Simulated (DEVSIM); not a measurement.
Device: Co/SiO2/p-Si capacitor, at 300 K.

```
layer (left to right)  material  thickness (nm)  Na (cm⁻³)
---------------------  --------  --------------  ---------
1                          SiO2            3.50          -
2                            Si            1100     2.9e17
```

Metal gate on the left, work function 5 eV. Fixed charge at the semiconductor interface -1.2e11 cm⁻² (in units of +e); no interface traps.

The device is made up for the run: typed textbook-type constants, with dimensions and the other settings drawn at random. Values at 300 K.

```csv
parameter,SiO2,Si
gap (eV),9,1.124
affinity (eV),0.9,4.05
permittivity,3.9,11.7
Nc (cm⁻³),-,2.86e19
Nv (cm⁻³),-,3.1e19
```

Simulated with DEVSIM: 1D Poisson equation in equilibrium, Boltzmann statistics, complete ionisation; no quantum confinement or tunnelling. Metal contacts follow the ideal Schottky-Mott rule: no Fermi-level pinning, no interface dipoles.

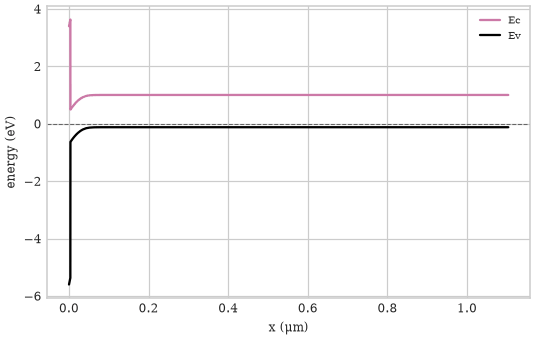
*Band edges at 0.7 V on the gate*

Energies count from the Fermi level of the right contact; mesh points crowd at the junctions.

```csv
x (μm),Ec (eV),Ev (eV),n (cm⁻³),p (cm⁻³),field (V/cm)
0.000,3.400,-5.600,< 1e2,< 1e2,680000
0.0008389,3.457,-5.543,< 1e2,< 1e2,680000
0.001808,3.524,-5.476,< 1e2,< 1e2,680000
0.002805,3.592,-5.408,< 1e2,< 1e2,680000
0.003914,0.497,-0.627,1.3e11,9.1e8,210000
0.005335,0.526,-0.598,4.1e10,2.8e9,200000
0.008038,0.579,-0.545,5.4e9,2.2e10,190000
0.01607,0.716,-0.408,2.6e7,4.4e12,150000
0.02846,0.872,-0.252,65000,1.8e15,98000
0.05202,0.991,-0.133,650,1.8e17,15000
0.09681,1.003,-0.121,400,2.9e17,50
0.2300,1.003,-0.121,400,2.9e17,≈ 0
0.4353,1.003,-0.121,400,2.9e17,≈ 0
0.7248,1.003,-0.121,400,2.9e17,≈ 0
0.9416,1.003,-0.121,400,2.9e17,≈ 0
1.019,1.003,-0.121,400,2.9e17,≈ 0
1.061,1.003,-0.121,400,2.9e17,≈ 0
1.082,1.003,-0.121,400,2.9e17,≈ 0
1.095,1.003,-0.121,400,2.9e17,≈ 0
1.099,1.003,-0.121,400,2.9e17,≈ 0
1.102,1.003,-0.121,400,2.9e17,≈ 0
1.103,1.003,-0.121,400,2.9e17,≈ 0
```
